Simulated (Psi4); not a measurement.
# AlH2ClF− (SMILES [F][AlH2-][Cl]): B3LYP/6-311+G(d,p) (sweep point 6)

Aim: a geometry optimisation of AlH2ClF−. 

The calculation is run with Psi4 1.11.

4 further runs of the same task are left out: 1 that didn't finish, 3 set aside as unsound or not needed.

### 1 The structure to begin with

AlH2ClF−: 5 atoms, total charge -1, spin state singlet. As SMILES, `[F][AlH2-][Cl]`. The shape comes from GFN2-xTB, which is rough for such elements, and wasn't checked as a minimum. The run starts from this shape.

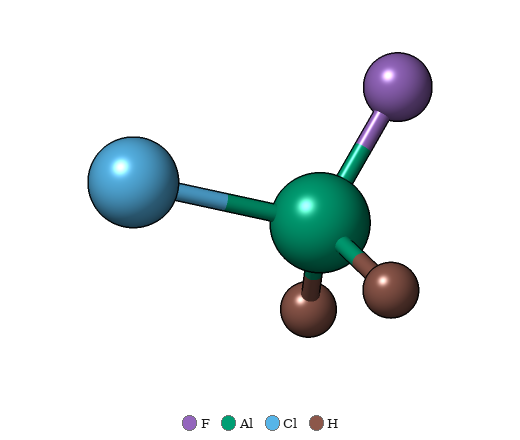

Viewed from a chosen angle; fluorine purple, aluminium teal, chlorine blue, hydrogen brown.

### 2 A geometry optimisation at B3LYP/6-311+G(d,p) (sweep point 6)

Contents of alclfh2.inp:

```
memory 1600 MB

molecule {
  -1 1
  F     -1.193270     0.114160     1.228710
  Al    -0.086940     0.062310    -0.052380
  Cl     1.653880    -0.992940     0.511330
  H     -0.732650    -0.721820    -1.269020
  H      0.358980     1.538300    -0.418630
  symmetry c1
}

set {
  basis                6-311+G**
  reference            rks
  puream               true
  scf_type             pk
  dft_radial_points    99
  dft_spherical_points 590
  g_convergence        gau_tight
  geom_maxiter         50
}

E, wfn = opt("b3lyp", return_wfn=True)
```

Started as:

```
$ psi4 alclfh2.inp alclfh2.out -n 1
```

alclfh2.out:

```text
Psi4 1.11 release

gradient() will perform analytic gradient computation.

   => Loading Basis Set <=

    Name: 6-311+G**
    Role: ORBITAL
    Keyword: BASIS

         ---------------------------------------------------------
                                   SCF
                              RKS Reference
                        1 Threads,   1525 MiB Core
         ---------------------------------------------------------

  ==> Geometry <==

    Molecular point group: c1
    Full point group: C1

    Geometry (in Angstrom), charge = -1, multiplicity = 1:

       Center              X                  Y                   Z               Mass
    ------------   -----------------  -----------------  -----------------  -----------------
         F           -1.584301276246     0.476351616324     0.769356565577    18.998403162730
         AL          -0.477971276246     0.424501616324    -0.511733434423    26.981538530000
         CL           1.262848723754    -0.630748383676     0.051976565577    34.968852682000
         H           -1.123681276246    -0.359628383676    -1.728373434423     1.007825032230
         H           -0.032051276246     1.900491616324    -0.877983434423     1.007825032230

  Running in c1 symmetry.

  Rotational constants: A =      0.63041  B =      0.12328  C =      0.10778 [cm^-1]
  Rotational constants: A =  18899.35209  B =   3695.94308  C =   3231.29288 [MHz]
  Nuclear repulsion =  136.186831918029270

  Charge       = -1
  Multiplicity = 1
  Electrons    = 42
  Nalpha       = 21
  Nbeta        = 21

  ==> Algorithm <==

  SCF Algorithm Type is PK.
  DIIS enabled.
  MOM disabled.
  Fractional occupation disabled.
  Guess Type is SAD.
  Energy threshold   = 1.00e-08
  Density threshold  = 1.00e-08
  Integral threshold = 1.00e-12

  ==> Primary Basis <==

  Basis Set: 6-311+G**
    Blend: 6-311+G**
    Number of shells: 46
    Number of basis functions: 94
    Number of Cartesian functions: 97
    Spherical Harmonics?: true
    Max angular momentum: 2

  ==> DFT Potential <==

   => LibXC <=

    Version 7.1.2

   => Composite Functional: B3LYP <=

    B3LYP Hyb-GGA Exchange-Correlation Functional

    Deriv               =              1
    GGA                 =           TRUE
    Meta                =          FALSE

    Exchange Hybrid     =           TRUE
    MP2 Hybrid          =          FALSE

   => Exchange Functionals <=

    0.0800   Slater exchange
    0.7200         Becke 88

   => Exact (HF) Exchange <=

    0.2000               HF

   => Correlation Functionals <=

    0.1900   Vosko, Wilk & Nusair (VWN5_RPA)
    0.8100   Lee, Yang & Parr

   => LibXC Density Thresholds  <==

    XC_HYB_GGA_XC_B3LYP:  1.00E-15

   => Molecular Quadrature <=

    Radial Scheme          =       TREUTLER
    Pruning Scheme         =           NONE
    Nuclear Scheme         =       TREUTLER

    Blocking Scheme        =         OCTREE
    BS radius alpha        =              1
    Pruning alpha          =              1
    Radial Points          =             99
    Spherical Points       =            590
    Total Points           =         282297
    Total Blocks           =           2122
    Max Points             =            256
    Max Functions          =             89
    Weights Tolerance      =       1.00E-15

  ==> Integral Setup <==

  Using in-core PK algorithm.
   Calculation information:
      Number of atoms:                   5
      Number of AO shells:              46
      Number of primitives:             82
      Number of atomic orbitals:        97
      Number of basis functions:        94

      Integral cutoff                 1.00e-12
      Number of threads:                 1

  Performing in-core PK
  Using 19940690 doubles for integral storage.
  We computed 490465 shell quartets total.
  Whereas there are 584821 unique shell quartets.

  ==> DiskJK: Disk-Based J/K Matrices <==

    J tasked:                  Yes
    K tasked:                  Yes
    wK tasked:                  No
    Memory [MiB]:              595
    Schwarz Cutoff:          1E-12

  Cached 50.0% of DFT collocation blocks in 0.271 [GiB].

  Minimum eigenvalue in the overlap matrix is 1.6328272793E-03.
  Reciprocal condition number of the overlap matrix is 2.5669811933E-04.
    Using symmetric orthogonalization.

  ==> Pre-Iterations <==

  SCF Guess: Superposition of Atomic Densities via on-the-fly atomic UHF (no occupation information).

   -------------------------
    Irrep   Nso     Nmo
   -------------------------
     A         94      94
   -------------------------
    Total      94      94
   -------------------------

  ==> Iterations <==

                        Total Energy        Delta E     RMS |[F,P]|

   @RKS iter SAD:  -803.29518886150368   -8.03295e+02   0.00000e+00
   @RKS iter   1:  -803.79342514650739   -4.98236e-01   7.18694e-03 DIIS/ADIIS
   @RKS iter   2:  -803.60228096826791    1.91144e-01   1.13844e-02 DIIS/ADIIS
   @RKS iter   3:  -803.96441553194029   -3.62135e-01   1.72164e-03 DIIS/ADIIS
   @RKS iter   4:  -803.97362641666314   -9.21088e-03   2.79498e-04 DIIS/ADIIS
   @RKS iter   5:  -803.97390859729967   -2.82181e-04   8.08416e-05 DIIS
   @RKS iter   6:  -803.97393497200449   -2.63747e-05   2.15853e-05 DIIS
   @RKS iter   7:  -803.97393667081531   -1.69881e-06   3.96353e-06 DIIS
   @RKS iter   8:  -803.97393672474971   -5.39344e-08   4.39695e-07 DIIS
   @RKS iter   9:  -803.97393672556734   -8.17636e-10   8.79942e-08 DIIS
   @RKS iter  10:  -803.97393672559701   -2.96723e-11   1.11777e-08 DIIS
   @RKS iter  11:  -803.97393672559792   -9.09495e-13   1.65118e-09 DIIS
  Energy and wave function converged.

  ==> Post-Iterations <==

[... 35 lines left out ...]
    Nuclear Repulsion Energy =            136.1868319180292701
[... 5 lines left out ...]
    Total Energy =                       -803.9739367255979232
[... 128 lines left out ...]
	Measures of convergence in internal coordinates in au.
[... 146 lines left out ...]
   @RKS iter   1:  -803.97818444277618   -2.00936e-02   1.64341e-04 DIIS/ADIIS
[... 5 lines left out ...]
   @RKS iter   7:  -803.97832335827025   -6.58247e-11   1.39773e-07 DIIS
[... 19 lines left out ...]
    Nuclear Repulsion Energy =            132.8204247649073864
[... 5 lines left out ...]
    Total Energy =                       -803.9783233583181072
[... 109 lines left out ...]
	Measures of convergence in internal coordinates in au.
[... 115 lines left out ...]
   @RKS iter   1:  -803.97910564879737   -9.02000e-03   9.33384e-05 DIIS
[... 5 lines left out ...]
   @RKS iter   7:  -803.97916233647868   -6.52108e-10   3.45963e-08 DIIS
[... 19 lines left out ...]
    One-Electron Energy =               -1384.2322694541703640
[... 19 lines left out ...]
 Dipole X            :          0.7199423           -0.3566763            0.3632661
[... 99 lines left out ...]
	   Step    Total Energy     Delta E     Max Force     RMS Force      Max Disp      RMS Disp
[... 111 lines left out ...]
   @RKS iter   2:  -803.97927331974051   -1.36648e-06   3.89869e-05 DIIS
[... 5 lines left out ...]
   @RKS iter   8:  -803.97928036026849    5.68434e-13   2.03437e-09 DIIS
[... 19 lines left out ...]
    Two-Electron Energy =                 495.7962427356836770
[... 19 lines left out ...]
 Dipole Y            :         -1.4972514            1.2434610           -0.2537904
[... 100 lines left out ...]
	  Convergence Criteria              o    1.50e-05 *    1.00e-05 *    6.00e-05 *    4.00e-05 *
[... 110 lines left out ...]
   @RKS iter   3:  -803.97930844179848   -1.64489e-06   1.45408e-06 DIIS
[... 11 lines left out ...]
    Final Occupation by Irrep:
[... 13 lines left out ...]
    Empirical Dispersion Energy =           0.0000000000000000
[... 61 lines left out ...]
    Weights Tolerance      =       1.00E-15
[... 162 lines left out ...]
                        Total Energy        Delta E     RMS |[F,P]|
[... 6 lines left out ...]
   @RKS iter   5:  -803.97931372591029   -1.14358e-09   5.64927e-08 DIIS
[... 19 lines left out ...]
    Nuclear Repulsion Energy =            130.7244963550922705
[... 5 lines left out ...]
    Total Energy =                       -803.9793137259222249
[... 109 lines left out ...]
	Measures of convergence in internal coordinates in au.
[... 115 lines left out ...]
   @RKS iter   1:  -803.97931423968078   -6.21240e-05   1.78109e-06 DIIS
[... 5 lines left out ...]
  Energy and wave function converged.
[... 19 lines left out ...]
    DFT Exchange-Correlation Energy =     -47.1036936101740764
[... 19 lines left out ...]
 Dipole Z            :          3.0502072           -2.8301340            0.2200732
[... 169 lines left out ...]
    Weights Tolerance      =       1.00E-15
[... 41 lines left out ...]
   @RKS iter   4:  -803.97931433703980   -9.20863e-12   3.60519e-08 DIIS
[... 19 lines left out ...]
    One-Electron Energy =               -1383.3317709917403135
[... 19 lines left out ...]
 Dipole X            :          0.6661179           -0.3626469            0.3034710
[... 99 lines left out ...]
	   Step    Total Energy     Delta E     Max Force     RMS Force      Max Disp      RMS Disp
[... 111 lines left out ...]
   @RKS iter   2:  -803.97931436815782   -1.39835e-11   1.11029e-07 DIIS
[... 16 lines left out ...]
  @RKS Final Energy:  -803.97931436820636
[... 8 lines left out ...]
    VV10 Nonlocal Energy =                  0.0000000000000000
[... 108 lines left out ...]
	                                 ==> Convergence Check <==
[... 116 lines left out ...]
   @RKS iter   0:  -803.97931147210443   -8.03979e+02   1.25306e-06
[... 5 lines left out ...]
  Energy and wave function converged.
[... 28 lines left out ...]
    Final Occupation by Irrep:
              A
    DOCC [    21 ]
    NA   [    21 ]
    NB   [    21 ]

  @RKS Final Energy:  -803.97931438573278

   => Energetics <=

    Nuclear Repulsion Energy =            130.7167792778521971
    One-Electron Energy =               -1383.3247060775784121
    Two-Electron Energy =                 495.7322876153232869
    DFT Exchange-Correlation Energy =     -47.1036752013299633
    Empirical Dispersion Energy =           0.0000000000000000
    VV10 Nonlocal Energy =                  0.0000000000000000
    Total Energy =                       -803.9793143857327777

Computation Completed

Properties will be evaluated at   0.000000,   0.000000,   0.000000 [a0]

Properties computed using the SCF density matrix

 Multipole Moments:

 ------------------------------------------------------------------------------------
     Multipole            Electronic (a.u.)      Nuclear  (a.u.)        Total (a.u.)
 ------------------------------------------------------------------------------------

 L = 1.  Multiply by 2.5417464519 to convert [e a0] to [Debye]
 Dipole X            :          0.6651748           -0.3620828            0.3030921
 Dipole Y            :         -1.4697533            1.2405402           -0.2292131
 Dipole Z            :          3.0488905           -2.8293589            0.2195316
 Magnitude           :                                                    0.4388594

 ------------------------------------------------------------------------------------

	total time  =          4 seconds =       0.07 minutes

         ------------------------------------------------------------
                                   SCF GRAD
         ------------------------------------------------------------

  ==> Geometry <==

    Molecular point group: c1
    Full point group: C1

    Geometry (in Angstrom), charge = -1, multiplicity = 1:

       Center              X                  Y                   Z               Mass
    ------------   -----------------  -----------------  -----------------  -----------------
         F           -1.613761423185     0.484893818019     0.784281755284    18.998403162730
         AL          -0.518099260389     0.463154132378    -0.564711187505    26.981538530000
         CL           1.312280820783    -0.667426875551     0.087503761841    34.968852682000
         H           -1.181907687030    -0.352072240756    -1.788217128297     1.007825032230
         H           -0.059329012458     1.969746659506    -0.913869430289     1.007825032230

  Nuclear repulsion =  130.716779277852197

   => Molecular Quadrature <=

    Radial Scheme          =       TREUTLER
    Pruning Scheme         =           NONE
    Nuclear Scheme         =       TREUTLER

    Blocking Scheme        =         OCTREE
    BS radius alpha        =              1
    Pruning alpha          =              1
    Radial Points          =             99
    Spherical Points       =            590
    Total Points           =         282520
    Total Blocks           =           2123
    Max Points             =            256
    Max Functions          =             89
    Weights Tolerance      =       1.00E-15

  -Total Gradient:
     Atom            X                  Y                   Z
    ------   -----------------  -----------------  -----------------
       1       -0.000008159677    -0.000006320469     0.000027205229
       2       -0.000003766814    -0.000003030451     0.000012840704
       3       -0.000014130969     0.000002794829     0.000010776391
       4       -0.000016814881    -0.000000163706     0.000019143011
       5       -0.000016009543     0.000001413604     0.000019724214

	total time  =          3 seconds =       0.05 minutes

    			-----------------------------------------

    			 OPTKING 3.0: for geometry optimizations

    			        with contributions from

    			-----------------------------------------

	                            ===> Fragment 1 <==

	 Z (Atomic Numbers)          Masses                          Geom
	       9.000000            18.998403         -3.04956712  0.91631652  1.48207772
	      13.000000            26.981539         -0.97906571  0.87523446 -1.06714948
	      17.000000            34.968853          2.47985135 -1.26125400  0.16535814
	       1.000000             1.007825         -2.23348183 -0.66532011 -3.37924063
	       1.000000             1.007825         -0.11211558  3.72228172 -1.72696294

	 - Coordinate -           - BOHR/RAD -       - ANG/DEG -
	 R(1,2)           =         3.284391           1.738025
	 R(2,3)           =         4.248266           2.248086
	 R(2,4)           =         3.048382           1.613134
[... 18 lines of this table left out ...]
	 O(5,2,3,4)       =         0.903836          51.785971

	        --- Internal Coordinate Step in ANG or DEG, aJ/ANG or AJ/DEG ---
	-------------------------------------------------------------------------------
	           Coordinate      Previous         Force          Change          New
	           ----------      --------        ------          ------        ------
	               R(1,2)       1.73802       -0.00003       -0.00000       1.73802
	               R(2,3)       2.24809        0.00005        0.00002       2.24810
	               R(2,4)       1.61313       -0.00001       -0.00001       1.61313
[... 18 lines of this table left out ...]
	           O(5,2,3,4)      51.78597        0.00000        0.00145      51.78742
	-------------------------------------------------------------------------------

	                                 ==> Convergence Check <==

	Measures of convergence in internal coordinates in au.

	Criteria marked as inactive (o), active & met (*), and active & unmet ( ).

	----------------------------------------------------------------------------------------------
	   Step    Total Energy     Delta E     Max Force     RMS Force      Max Disp      RMS Disp
	----------------------------------------------------------------------------------------------
	  Convergence Criteria              o    1.50e-05 *    1.00e-05 *    6.00e-05 *    4.00e-05 *
	----------------------------------------------------------------------------------------------
	    10    -803.97931439   -1.75e-08 o    5.74e-06 *    2.01e-06 *    5.13e-05 *    2.24e-05 *  ~
	----------------------------------------------------------------------------------------------

Next Geometry in Ang
	Fragment 1 (Ang)

	    F  -1.6137949910   0.4849134057   0.7842730948
	   Al  -0.5181110518   0.4631562317  -0.5647007210
	   Cl   1.3123023152  -0.6674261988   0.0874727717
	    H  -1.1818957039  -0.3520843410  -1.7882026725
	    H  -0.0593171308   1.9697363960  -0.9138547020

    Final optimized geometry and variables:
    Molecular point group: c1
    Full point group: C1

    Geometry (in Angstrom), charge = -1, multiplicity = 1:

    F           -1.613761423185     0.484893818019     0.784281755284
    AL          -0.518099260389     0.463154132378    -0.564711187505
    CL           1.312280820783    -0.667426875551     0.087503761841
    H           -1.181907687030    -0.352072240756    -1.788217128297
    H           -0.059329012458     1.969746659506    -0.913869430289

    Psi4 run time: 0:01:31.03

[set-up sections that repeat, and orbital energies of the middle runs, are left out above]
```

The script printed:

```text
Optimizer: Optimization complete!
```

Run time: 92 s. Hardware: 1 thread of AMD EPYC 9R14 (Zen 4), shared host; peak memory 0.7 GiB.

The path in brief:

| step | energy from the first frame kept (eV) | largest force (eV/Å) |
| --- | --- | --- |
| 0 | 0.0000 | 1.6839 |
| 1 | -0.1194 | 0.7965 |
| 2 | -0.1422 | 0.3387 |
| 3 | -0.1454 | 0.1474 |
| 4 | -0.1462 | 0.0524 |
| 5 | -0.1463 | 0.0137 |
| 6 | -0.1463 | 0.0036 |
| 7 | -0.1463 | 0.0017 |
| 8 | -0.1463 | 0.0014 |
| 9 | -0.1463 | 0.0015 |

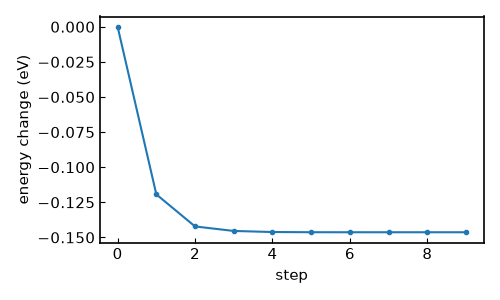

Energy along the run.

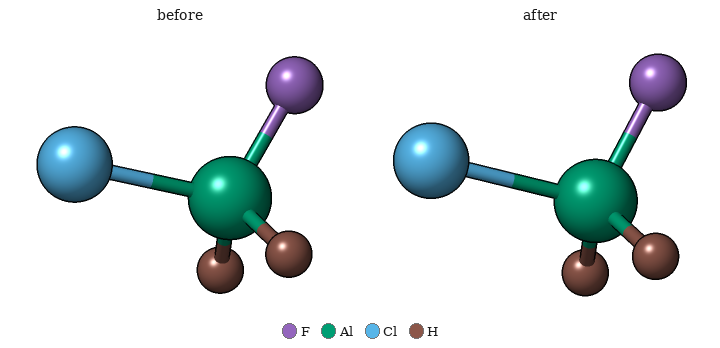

Before and after, at one scale.

After the run. Bond lengths: F1–Al2 1.738 Å, Al2–Cl3 2.248 Å, Al2–H4 1.613 Å, Al2–H5 1.613 Å. Angles: F1–Al2–Cl3 107.1°, F1–Al2–H4 109.6°, F1–Al2–H5 109.6°, Cl3–Al2–H4 107.5°, Cl3–Al2–H5 107.5°, H4–Al2–H5 115.1°.

### 3 Outcome

At B3LYP/6-311+G** (sweep point 6):

```
                                             quantity          value
                              total energy at the end  -803.97931 Eh
                                          HOMO energy       -2.70 eV
                                          LUMO energy        3.76 eV
HOMO–LUMO gap (to an unbound level, set by the basis)        6.45 eV
```

At the final geometry: Bond lengths: F1–Al2 1.738 Å, Al2–Cl3 2.248 Å, Al2–H4 1.613 Å, Al2–H5 1.613 Å. Angles: F1–Al2–Cl3 107.1°, F1–Al2–H4 109.6°, F1–Al2–H5 109.6°, Cl3–Al2–H4 107.5°, Cl3–Al2–H5 107.5°, H4–Al2–H5 115.1°. The optimisation took 10 steps and changed the energy by -0.146 eV.
